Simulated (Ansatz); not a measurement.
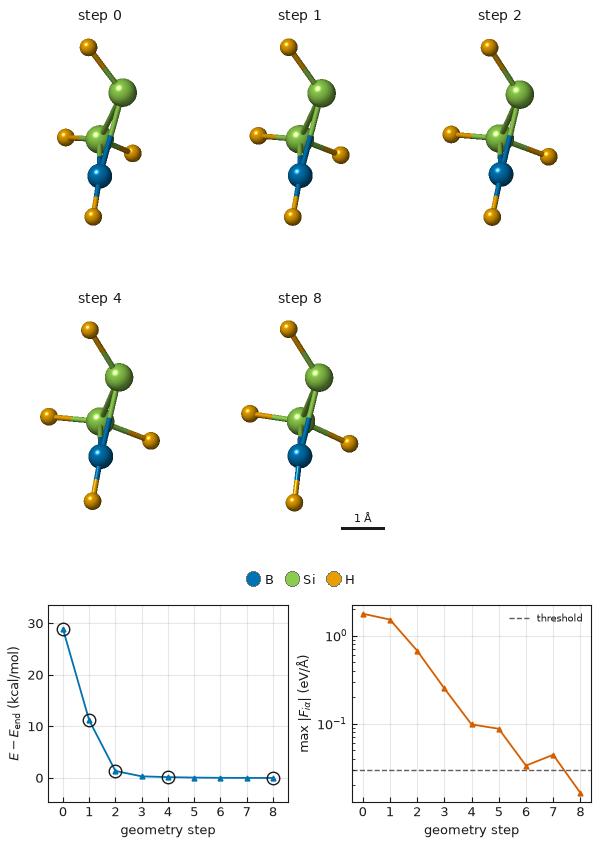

Frames of a relaxation of BSi$_{2}$H$_{4}$ (multiplicity 2), marked on the history of the run. A ball-and-stick model, seen from a free direction.

It is one of the separated reactants of a reaction.

All numbers below come from UKS PBE-D4/def2-SVP in Ansatz 0.2.0. Set-up: force threshold 0.03 eV/Å; at most 250 steps.

Q: Describe the path.

A: The largest moves after the best rigid fit, 0.46 Å, are those of H atoms. By element the largest moves are H 0.46 Å, Si 0.18 Å, B 0.11 Å. Some distances before and after: B–Si 1.908 → 2.115 Å, B–Si 2.060 → 1.912 Å, H–Si 1.420 → 1.508 Å, Si–Si 2.236 → 2.261 Å. Among the angles between lasting bonds that change: H–Si–H 68.3° → 109.6°, Si–Si–H 144.9° → 127.3°, Si–B–H 151.1° → 135.5°. The energy falls by 29.0 kcal/mol in 8 geometry steps. The largest force component goes from 1.8 to 0.016 eV/Å. The run took 18 s on 2 threads of Arm Neoverse V1, on a shared host. From step 0 to 1: an H atom moves most (0.20 Å), energy −17.8 kcal/mol. From step 1 to 2: an H atom moves most (0.20 Å), energy −9.85 kcal/mol. From step 2 to 4: H atoms move most (0.10 Å), energy −1.20 kcal/mol. From step 4 to 8: an H atom moves most (0.08 Å), energy −0.16 kcal/mol.
